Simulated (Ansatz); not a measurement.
System: Cl$_{3}$HOZr.

Input file:

```
crystal:
  periodic: [false, false, false]
  atoms:
    - { symbol: Zr, position_ang: [0.0, 0.0, 0.0] }
    - { symbol: Cl, position_ang: [0.0, 0.0, 2.52] }
    - { symbol: Cl, position_ang: [2.3764, 0.0, -0.8392] }
    - { symbol: Cl, position_ang: [-1.1869, 2.0563, -0.8392] }
    - { symbol: O, position_ang: [-0.975, -1.6891, -0.6893] }
    - { symbol: H, position_ang: [-1.4296, -2.1548, 0.0831] }
basis:
  gaussian: { orbitals: def2-SVP }
hamiltonian:
  xc: pbe0
relax:
  f_tol: 0.02
  max_steps: 40
output:
  orbitals: {}
```

Command:

```sh
ansatz run input.yaml --threads 2 --pin off --max-ram 3072MiB --backend cpu --events-out ev --progress --plain --runs-dir out
```

The fields are those of the run's last geometry, not of the input's.

Core potentials replace the inner electrons of Zr.

Level of theory: RKS PBE0/def2-SVP in Ansatz.

### What will maps of the electron density and electron localisation function show?

Zr–O (1.88 Å): ρ at the midpoint is about 0.98 e/Å³; the ELF peaks at about 0.80 in the valence shell of O, 0.5 Å from its nucleus, and drops to about 0.20 between the two atoms.
Zr–Cl (2.34 Å): ρ at the midpoint is about 0.58 e/Å³; the ELF peaks at about 0.85 in the valence shell of Cl, 0.8 Å from its nucleus, and is about 0.35 at the midpoint.
O–H (0.96 Å): ρ at the midpoint is about 3.7 e/Å³; the ELF climbs to about 1 towards the hydrogen, as it does in any bond to H (a covalent bond by its length).

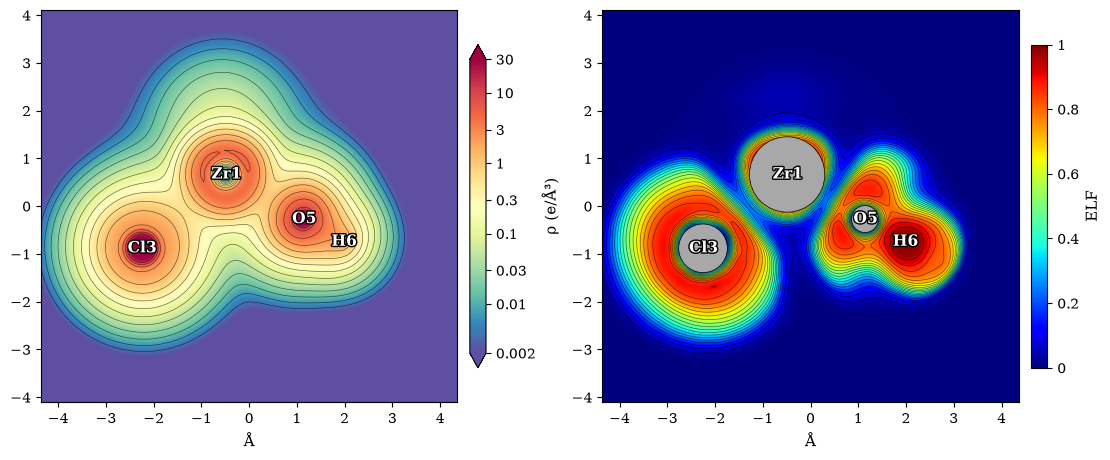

Computed electron density and electron localisation function on the plane of atoms Cl3, Zr1 and O5, in this order. Grey discs cover the atomic cores in the ELF map. 
